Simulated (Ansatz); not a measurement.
## Electronic structure of C₂H₉ClSi₂ in real space

The calculation's input:

```
crystal:
  periodic: [false, false, false]
  atoms:
    - {symbol: C, position_ang: [0.778029, 0.369451, 0.671069]}
    - {symbol: C, position_ang: [0.838702, -1.188433, -2.012374]}
    - {symbol: Cl, position_ang: [3.620929, -0.552142, -0.524137]}
    - {symbol: Si, position_ang: [1.587019, -1.010024, -0.301992]}
    - {symbol: Si, position_ang: [1.213903, 0.202014, -3.240250]}
    - {symbol: H, position_ang: [-0.291129, 0.150888, 0.830553]}
    - {symbol: H, position_ang: [0.859763, 1.326486, 0.132937]}
    - {symbol: H, position_ang: [1.256787, 0.485516, 1.655672]}
    - {symbol: H, position_ang: [1.516366, -2.295574, 0.446349]}
    - {symbol: H, position_ang: [-0.257002, -1.265794, -1.888517]}
    - {symbol: H, position_ang: [1.175420, -2.140660, -2.457192]}
    - {symbol: H, position_ang: [0.309508, 0.092366, -4.423209]}
    - {symbol: H, position_ang: [0.984235, 1.531345, -2.601046]}
    - {symbol: H, position_ang: [2.625015, 0.127531, -3.706736]}
basis:
  gaussian: {orbitals: def2-SVPD}
hamiltonian: {xc: {name: PBE0}}
output: {forces: true, orbitals: {seedname: orbitals}}
```

Run with:

```sh
ansatz run input.yaml --threads 2 --pin off --max-ram 4350MiB --events-out events.jsonl --progress --plain --runs-dir runs
```

Geometry: B3LYP-D3(BJ)/def2-SVP.

Level of theory: Ansatz 0.2.0, isolated molecule in a Gaussian basis; Kohn-Sham density functional theory, functional PBE0.

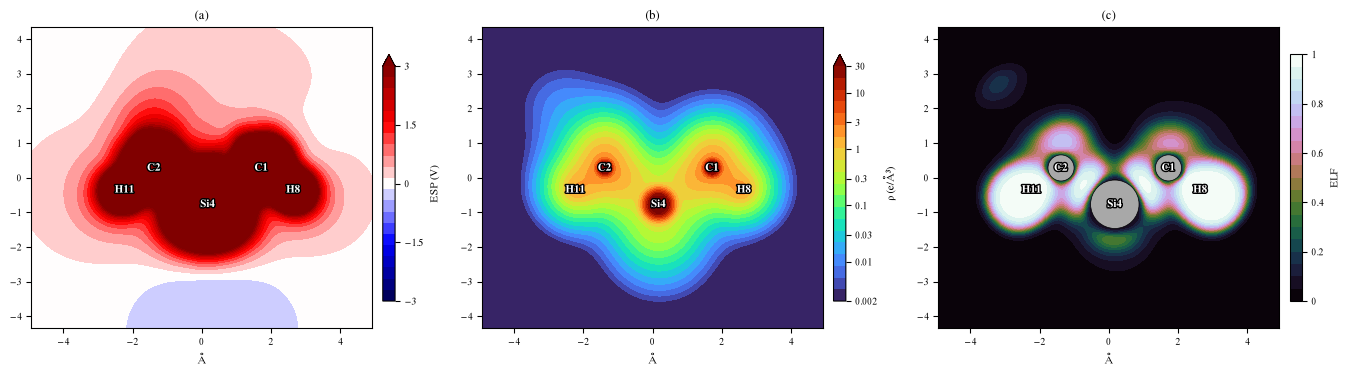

Figure 1. (a) electrostatic potential; (b) total electron density; (c) ELF on the plane of atoms Si4, C1 and H8. Grey discs cover the atomic cores in the ELF map.

Q: Interpret the plot.

A:
- The plane passes through C, Si and H nuclei.
- C–Si (1.87 Å): ρ is about 0.97 e/Å³ halfway; the ELF peaks at about 0.95 between the atoms, as expected for a covalent bond.
- C–H (1.10 Å): the density is about 1.9 e/Å³ at the midpoint; the ELF climbs to about 1 towards the hydrogen, as it does in any bond to H; a covalent bond by its length.
- Outside the dense part of the molecule the potential is most negative (−0.4 V) near Cl3, which lies off the plane.

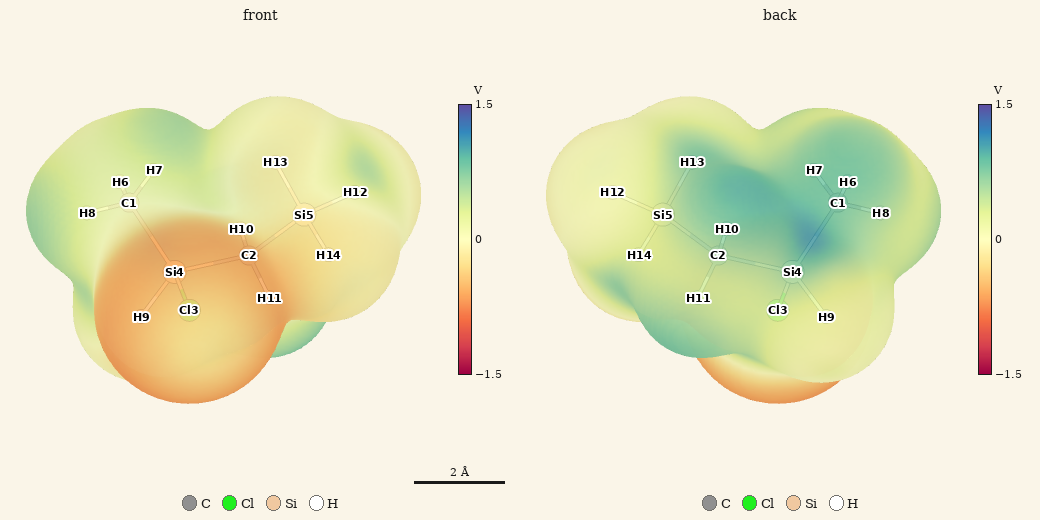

Figure 2. The molecular electrostatic potential painted on the density surface at 0.001 e/bohr³, seen from the front and from behind; the colour scale runs from red (negative) to blue (positive).

Q: Where is the surface potential most negative and most positive?

A: The most negative region (about −0.7 V) lies over Cl3, the most positive (about +1.0 V) over Si4 and H10.

Q: How polar is the molecule by this calculation?

A: Its dipole moment is 2.32 D.

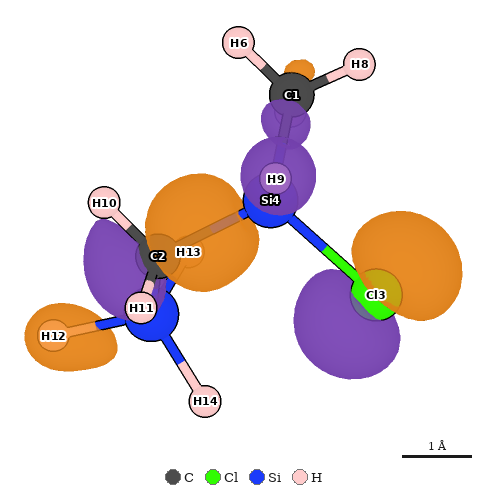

Figure 3. The HOMO at ±0.15 Å⁻³ᐟ² (orange and purple are the two phases), seen at an oblique angle.

Q: Where does this orbital lie, and at what energy?

A: By Hirshfeld shares it lies mainly on Cl3 (about 40 %), C2 (about 20 %), Si4 (about 15 %) and Si5 (about 5 %). Its energy is −8.57 eV.
